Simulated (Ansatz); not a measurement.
ClH$_{3}$Sn

Input

```
crystal:
  periodic: [false, false, false]
  atoms:
    - { symbol: Sn, position_ang: [-0.033333, 0.0, -0.797419] }
    - { symbol: Cl, position_ang: [1.966014, 0.0, 2.202989] }
    - { symbol: H, position_ang: [2.349193, 0.0, 0.925878] }
    - { symbol: H, position_ang: [-1.244637, 1.270731, -0.531524] }
    - { symbol: H, position_ang: [-1.244637, -1.270731, -0.531524] }
basis:
  gaussian: { orbitals: def2-SVP }
hamiltonian:
  xc: pbe0
relax:
  f_tol: 0.03
  max_steps: 50
output:
  orbitals: {}
```

Launched as:

```sh
ansatz run input.yaml --threads 1 --pin off --max-ram 2048MiB --backend cpu --events-out ev --progress --plain --runs-dir out
```

The fields are those of the run's last geometry, not of the input's.

Core potentials replace the inner electrons of Sn.

Computed with Ansatz, RKS PBE0/def2-SVP.

**What can the converged electron density and electron localisation function tell about the bonding?**

Sn–Cl (2.94 Å): ρ is about 0.17 e/Å³ halfway; the ELF peaks at about 0.90 in the valence shell of Cl, 0.8 Å from its nucleus, and drops to about 0.10 between the two atoms.
Sn–H (1.78 Å): ρ is about 0.94 e/Å³ halfway; the ELF climbs to about 1 towards the hydrogen.

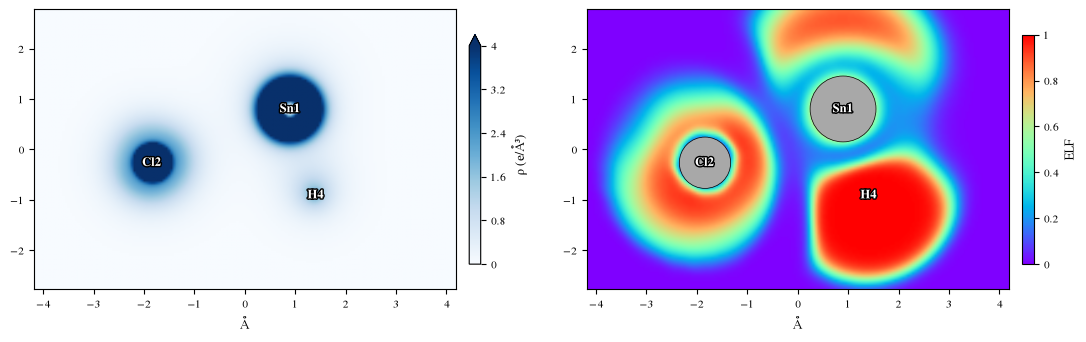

Computed electron density and electron localisation function on the plane of atoms Cl2, Sn1 and H4, in this order. Grey discs cover the atomic cores in the ELF map. 
